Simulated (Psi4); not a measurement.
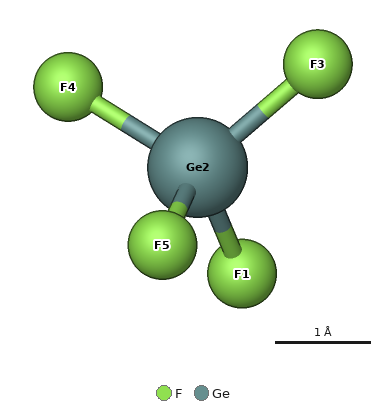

*The structure (ball-and-stick view, seen at a tilt; atoms are numbered from 1 in the order of the input). Sticks mark near contacts.*

**Single-point calculation, with input and output: GeF4**

GeF4, SMILES [F][Ge]([F])([F])[F], computed with TPSSh/def2-SVP, RKS (Psi4 1.11).

The geometry comes from this level: PBE0-D4/def2-TZVP.

What the program printed
```
Psi4 1.11 release

   => Loading Basis Set <=

    Name: DEF2-SVP
    Role: ORBITAL
    Keyword: BASIS

         ---------------------------------------------------------
                                   SCF
                              RKS Reference
                        1 Threads,   2098 MiB Core
         ---------------------------------------------------------

  ==> Geometry <==

    Molecular point group: c1
    Full point group: C1

    Geometry (in Bohr), charge = 0, multiplicity = 1:

       Center              X                  Y                   Z               Mass
    ------------   -----------------  -----------------  -----------------  -----------------
         F           -0.858842730000     0.180371964841     3.073639540000    18.998403162730
         GE           0.000000000000    -0.000002395159     0.000000000000    73.921177761000
         F            2.415391240000    -2.070329645159    -0.311521350000    18.998403162730
         F           -2.486992960000    -0.993922745159    -1.744840820000    18.998403162730
         F            0.930444450000     2.883889744841    -1.017277370000    18.998403162730

  Running in c1 symmetry.

  Rotational constants: A =      0.11630  B =      0.11630  C =      0.11629 [cm^-1]
  Rotational constants: A =   3486.59285  B =   3486.50576  C =   3486.34846 [MHz]
  Nuclear repulsion =  453.504144991103203

  Charge       = 0
  Multiplicity = 1
  Electrons    = 68
  Nalpha       = 34
  Nbeta        = 34

  ==> Algorithm <==

  SCF Algorithm Type is PK.
  DIIS enabled.
  MOM disabled.
  Fractional occupation disabled.
  Guess Type is SAD.
  Energy threshold   = 1.00e-09
  Density threshold  = 1.00e-08
  Integral threshold = 1.00e-12

  ==> Primary Basis <==

  Basis Set: DEF2-SVP
    Blend: DEF2-SVP
    Number of shells: 36
    Number of basis functions: 88
    Number of Cartesian functions: 95
    Spherical Harmonics?: true
    Max angular momentum: 2

  ==> DFT Potential <==

   => LibXC <=

    Version 7.1.2

   => Composite Functional: TPSSH <=

    TPSSh Hyb-GGA Exchange-Correlation Functional

    Deriv               =              1
    GGA                 =           TRUE
    Meta                =           TRUE

    Exchange Hybrid     =           TRUE
    MP2 Hybrid          =          FALSE

   => Exchange Functionals <=

    0.9000   Tao, Perdew, Staroverov & Scuseria

   => Exact (HF) Exchange <=

    0.1000               HF

   => Correlation Functionals <=

    1.0000   Tao, Perdew, Staroverov & Scuseria

   => LibXC Density Thresholds  <==

    XC_HYB_MGGA_XC_TPSSH:  1.00E-15

   => Molecular Quadrature <=

    Radial Scheme          =       TREUTLER
    Pruning Scheme         =           NONE
    Nuclear Scheme         =       TREUTLER

    Blocking Scheme        =         OCTREE
    BS radius alpha        =              1
    Pruning alpha          =              1
    Radial Points          =             99
    Spherical Points       =            590
    Total Points           =         280845
    Total Blocks           =           2112
    Max Points             =            256
    Max Functions          =             85
    Weights Tolerance      =       1.00E-15

  ==> Integral Setup <==

  Using in-core PK algorithm.
   Calculation information:
      Number of atoms:                   5
      Number of AO shells:              36
      Number of primitives:             78
      Number of atomic orbitals:        95
      Number of basis functions:        88

      Integral cutoff                 1.00e-12
      Number of threads:                 1

  Performing in-core PK
  Using 15338972 doubles for integral storage.
  We computed 184560 shell quartets total.
  Whereas there are 222111 unique shell quartets.

  ==> DiskJK: Disk-Based J/K Matrices <==

    J tasked:                  Yes
    K tasked:                  Yes
    wK tasked:                  No
    Memory [MiB]:              457
    Schwarz Cutoff:          1E-12

  Cached 50.0% of DFT collocation blocks in 0.581 [GiB].

  Minimum eigenvalue in the overlap matrix is 3.9007286660E-02.
  Reciprocal condition number of the overlap matrix is 1.2216602595E-02.
    Using symmetric orthogonalization.

  ==> Pre-Iterations <==

  SCF Guess: Superposition of Atomic Densities via on-the-fly atomic UHF (no occupation information).

   -------------------------
    Irrep   Nso     Nmo
   -------------------------
     A         88      88
   -------------------------
    Total      88      88
   -------------------------

  ==> Iterations <==

                        Total Energy        Delta E     RMS |[F,P]|

   @RKS iter SAD: -2472.53080716766499   -2.47253e+03   0.00000e+00
   @RKS iter   1: -2474.77783271315639   -2.24703e+00   2.67674e-02 ADIIS/DIIS
   @RKS iter   2: -2473.68715935920318    1.09067e+00   4.34304e-02 ADIIS/DIIS
   @RKS iter   3: -2475.86820260452168   -2.18104e+00   2.91141e-03 ADIIS/DIIS
   @RKS iter   4: -2475.87055000300825   -2.34740e-03   2.23953e-03 ADIIS/DIIS
   @RKS iter   5: -2475.88306826880944   -1.25183e-02   4.41065e-05 DIIS
   @RKS iter   6: -2475.88307380739707   -5.53859e-06   1.30187e-05 DIIS
   @RKS iter   7: -2475.88307424442564   -4.37029e-07   3.17430e-07 DIIS
   @RKS iter   8: -2475.88307424463164   -2.06001e-10   1.37628e-07 DIIS
   @RKS iter   9: -2475.88307424467666   -4.50200e-11   2.31824e-08 DIIS
   @RKS iter  10: -2475.88307424467848   -1.81899e-12   3.77221e-09 DIIS
  Energy and wave function converged.

  ==> Post-Iterations <==

   Electrons on quadrature grid:
      Ntotal   =   67.9999981144 ; deviation = -1.886e-06

    Orbital Energies [Eh]
    ---------------------

    Doubly Occupied:

       1A   -398.550431     2A    -49.682277     3A    -44.187734
       4A    -44.187734     5A    -44.187734     6A    -24.640087
       7A    -24.640033     8A    -24.640032     9A    -24.640029
      10A     -6.281186    11A     -4.449814    12A     -4.449814
      13A     -4.449813    14A     -1.303960    15A     -1.303959
      16A     -1.303958    17A     -1.282706    18A     -1.282705
      19A     -1.190833    20A     -1.140219    21A     -1.140217
      22A     -1.140214    23A     -0.596057    24A     -0.499979
      25A     -0.499978    26A     -0.499975    27A     -0.437731
      28A     -0.437726    29A     -0.431652    30A     -0.431652
      31A     -0.431650    32A     -0.414116    33A     -0.414114
      34A     -0.414112

    Virtual:

      35A     -0.079332    36A      0.057278    37A      0.057291
      38A      0.057298    39A      0.158341    40A      0.309726
      41A      0.309731    42A      0.309733    43A      0.443970
      44A      0.443984    45A      0.627355    46A      0.627359
      47A      0.627367    48A      1.149515    49A      1.149517
      50A      1.149521    51A      1.151206    52A      1.151210
      53A      1.151217    54A      1.198673    55A      1.256303
      56A      1.256305    57A      1.291471    58A      1.291477
      59A      1.291488    60A      1.660435    61A      1.660459
      62A      1.660472    63A      1.787893    64A      2.172797
      65A      2.172802    66A      2.172807    67A      2.341913
      68A      2.341930    69A      2.976933    70A      2.976935
      71A      2.976936    72A      3.020816    73A      3.020817
      74A      3.020827    75A      3.022999    76A      3.023006
      77A      3.047288    78A      3.047295    79A      3.047298
      80A      3.134789    81A      3.134791    82A      3.134797
      83A      3.194562    84A      3.309851    85A      3.309898
      86A      3.572762    87A      3.572772    88A      3.572773

    Final Occupation by Irrep:
              A
    DOCC [    34 ]
    NA   [    34 ]
    NB   [    34 ]

  @RKS Final Energy: -2475.88307424467848

   => Energetics <=

    Nuclear Repulsion Energy =            453.5041449911032032
    One-Electron Energy =               -4353.3980688906995056
    Two-Electron Energy =                1533.2478432816697023
    DFT Exchange-Correlation Energy =    -109.2369936267518824
    Empirical Dispersion Energy =           0.0000000000000000
    VV10 Nonlocal Energy =                  0.0000000000000000
    Total Energy =                      -2475.8830742446784825

Computation Completed

Properties will be evaluated at   0.000000,   0.000000,   0.000000 [a0]

Properties computed using the SCF density matrix

 Multipole Moments:

 ------------------------------------------------------------------------------------
     Multipole            Electronic (a.u.)      Nuclear  (a.u.)        Total (a.u.)
 ------------------------------------------------------------------------------------

 L = 1.  Multiply by 2.5417464519 to convert [e a0] to [Debye]
 Dipole X            :          0.0000050            0.0000000            0.0000050
 Dipole Y            :         -0.0000050            0.0000072            0.0000023
 Dipole Z            :          0.0000050           -0.0000000            0.0000050
 Magnitude           :                                                    0.0000074

 ------------------------------------------------------------------------------------
  Mulliken Charges: (a.u.)
   Center  Symbol    Alpha    Beta     Spin     Total
       1     F     4.66692  4.66692  0.00000 -0.33384
       2    GE    15.33231 15.33231  0.00000  1.33537
       3     F     4.66692  4.66692  0.00000 -0.33384
       4     F     4.66692  4.66692  0.00000 -0.33385
       5     F     4.66692  4.66692  0.00000 -0.33384

   Total alpha = 34.00000, Total beta = 34.00000, Total charge =  0.00000

  Wiberg Bond Indices using Orthogonal Lowdin Orbitals:

  Irrep: 1 Size: 5 x 5

                 1                   2                   3                   4                   5

    1     0.00000000000000     1.35100977389359     0.03733970574147     0.03733516953591     0.03733772782928
    2     1.35100977389359     0.00000000000000     1.35101057358450     1.35100109893601     1.35100761633564
    3     0.03733970574147     1.35101057358450     0.00000000000000     0.03733805130279     0.03733527821728
    4     0.03733516953591     1.35100109893601     0.03733805130279     0.00000000000000     0.03733907219641
    5     0.03733772782928     1.35100761633564     0.03733527821728     0.03733907219641     0.00000000000000

  Atomic Valences:

 #  #
 Irrep: 1
      1:    1.463022377000244
      2:    5.404029062749728
      3:    1.463023608846033
      4:    1.463013391971114
      5:    1.463019694578620

	total time  =         13 seconds =       0.22 minutes

    Psi4 run time: 0:00:13.32
```

File result.json
```
{
 "driver": "energy",
 "model": {
  "method": "tpssh",
  "basis": "def2-SVP"
 },
 "success": true,
 "return_result": -2475.8830742446785,
 "properties": {
  "calcinfo_nbasis": 88,
  "calcinfo_nmo": 88,
  "calcinfo_nalpha": 34,
  "calcinfo_nbeta": 34,
  "calcinfo_natom": 5,
  "nuclear_repulsion_energy": 453.5041449911032,
  "return_energy": -2475.8830742446785,
  "scf_one_electron_energy": -4353.3980688906995,
  "scf_two_electron_energy": 1533.2478432816697,
  "scf_xc_energy": -109.23699362675188,
  "scf_dipole_moment": [4.990357636236453e-06, 2.2536956870711222e-06, 4.990421913708687e-06],
  "scf_total_energy": -2475.8830742446785,
  "scf_iterations": 10
 }
}
```

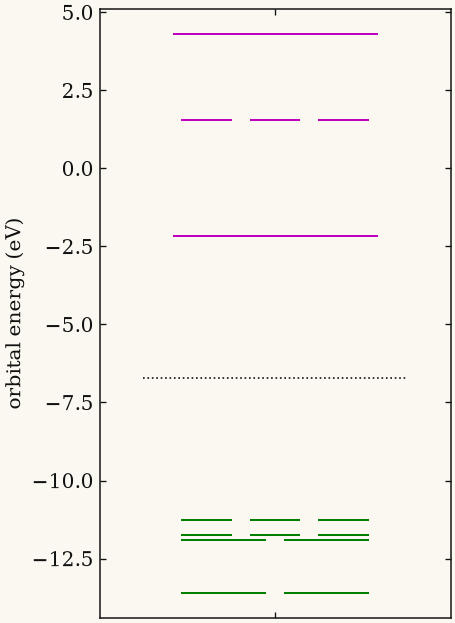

*Orbital energies near the frontier; the dotted line parts filled from empty levels, and levels within 0.02 eV of each other stand side by side.*

Highest filled −11.27 eV, lowest empty −2.16 eV, 9.11 eV apart.

The run was set up as follows.

Input (job.json)
```
{
 "schema_name": "qcschema_input",
 "schema_version": 1,
 "molecule": {
  "schema_name": "qcschema_molecule",
  "schema_version": 2,
  "symbols": ["F", "Ge", "F", "F", "F"],
  "geometry": [-0.85884273, 0.18037436, 3.07363954, 0.0, 0.0, 0.0, 2.41539124, -2.07032725, -0.31152135, -2.48699296, -0.99392035, -1.74484082, 0.93044445, 2.88389214, -1.01727737],
  "molecular_charge": 0,
  "molecular_multiplicity": 1,
  "fix_symmetry": "c1"
 },
 "driver": "energy",
 "model": {
  "method": "tpssh",
  "basis": "def2-SVP"
 },
 "keywords": {
  "puream": true,
  "e_convergence": 1e-09,
  "d_convergence": 1e-08,
  "scf_type": "pk",
  "dft_radial_points": 99,
  "dft_spherical_points": 590,
  "scf_properties": ["DIPOLE", "WIBERG_LOWDIN_INDICES", "MULLIKEN_CHARGES"]
 }
}
```

Launched with:
```bash
psi4 --qcschema job.json -n 1 --memory 2200MB
```

Results in brief

| quantity | value |
| --- | --- |
| outcome | converged |
| total energy | −2475.883074 hartree |
| basis functions | 88 |
| HOMO | −11.27 eV |
| LUMO | −2.16 eV |
| dipole moment | 0.00 D |
| hardware | 1 thread of Intel Xeon (Granite Rapids), 64 GiB of memory available, shared host |
| wall time | 14 s |
| peak memory | 0.94 GiB |
